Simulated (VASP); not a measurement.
Band structure of BaTe (rock salt). Level of theory: PBE GGA with D3 dispersion (Becke-Johnson damping), VASP's PBE PAW potentials (set 64) (plane waves; VASP 6.6.1).

Unless said otherwise, spin-orbit coupling is left out, though it shifts the bands of the heavy elements here.

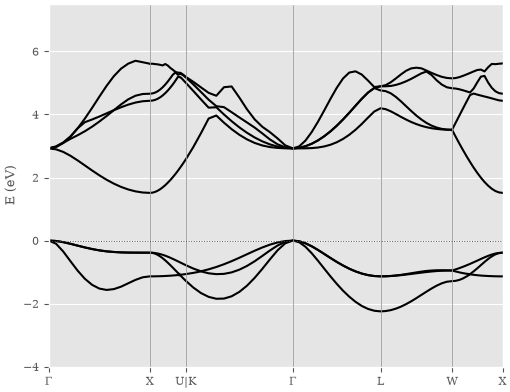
Bands along high-symmetry lines, zero at the valence-band maximum or, without a gap, the Fermi level

### Question
Read the plot: is there a gap, and where are the band edges?

### Answer
The gap is indirect, 1.51 eV, from the valence maximum at Γ to the conduction minimum at X. (Edges off the drawn lines would not show.)

The compound is BaTe in the rock salt structure. It was relaxed first.
